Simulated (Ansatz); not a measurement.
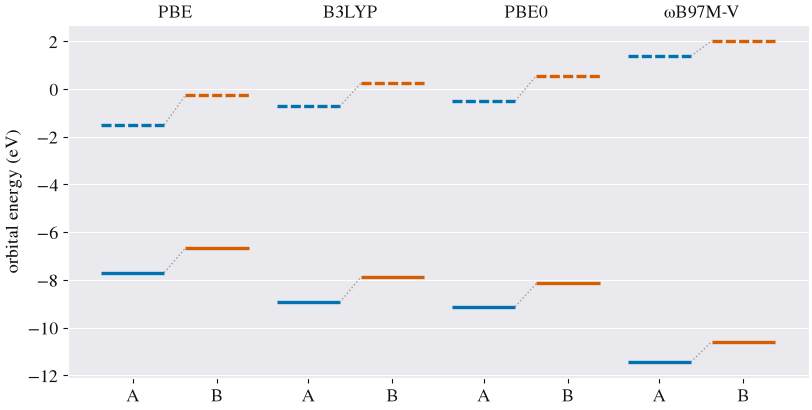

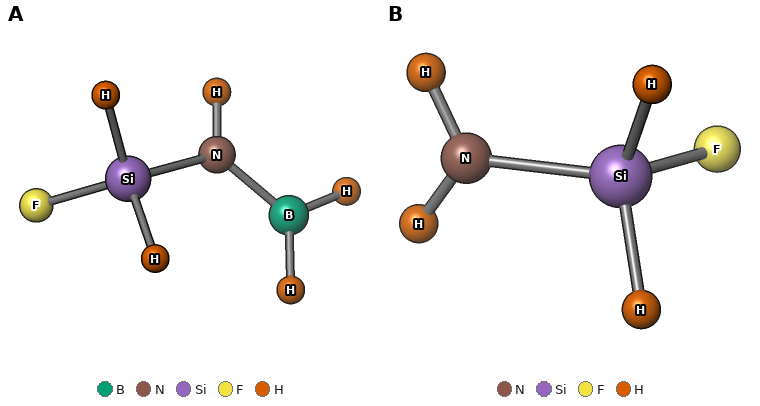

One change: A, BSiNH₅F (SMILES BN[SiH2]F), becomes B, SiNH₄F (SMILES N[SiH2]F). BH₂ on N is replaced by H. HOMO (solid) and LUMO (dashed) computed in def2-TZVPP at PBE0-D4/def2-TZVP geometries, both minima by their frequencies, gas phase, the Ansatz code 0.2.0. Empty levels above zero depend strongly on the basis.

### What does the change do to HOMO and LUMO?

PBE: the HOMO rises by 1.03 eV, the LUMO rises by 1.23 eV, and the separation goes from 6.20 to 6.40 eV. B3LYP: the HOMO rises by 1.05 eV, the LUMO rises by 0.97 eV, and the separation goes from 8.21 to 8.13 eV. PBE0: the HOMO rises by 0.97 eV, the LUMO rises by 1.06 eV, and the separation goes from 8.62 to 8.72 eV. ωB97M-V: the HOMO rises by 0.86 eV, the LUMO rises by 0.64 eV, and the separation goes from 12.82 to 12.61 eV.

### Do the functionals agree on the effect?

They agree on the direction for both levels; the HOMO shift lies between 0.86 and 1.05 eV and the LUMO shift between 0.64 and 1.23 eV, while the separations themselves differ by up to 6.6 eV between functionals.

Caveats: one conformer of each flexible molecule.
